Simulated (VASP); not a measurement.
Band structure of Y3Hf (space group I4/mmm). Method: PBE GGA, VASP's PBE PAW potentials (set 64) (plane waves; VASP).

Unless said otherwise, spin-orbit coupling is left out, though it shifts the bands of the heavy elements here.

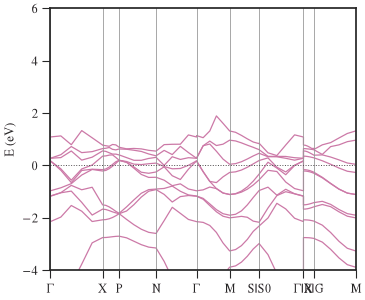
Figure. Bands along high-symmetry lines, zero at the valence-band maximum or, without a gap, the Fermi level

Q: Read the plot: is there a gap, and where are the band edges?

A: It has no gap at this level: it comes out as a metal or semimetal.

The structure was generated: Y3Hf was put into an ordered model structure, which need not be its known phase. The cell was not relaxed at this level. The k-mesh is coarse (spacing up to 0.37 per Å, 2π included), so the numbers may not be converged in it. The electron count is odd and the run is not spin-polarised, which forces a metal.
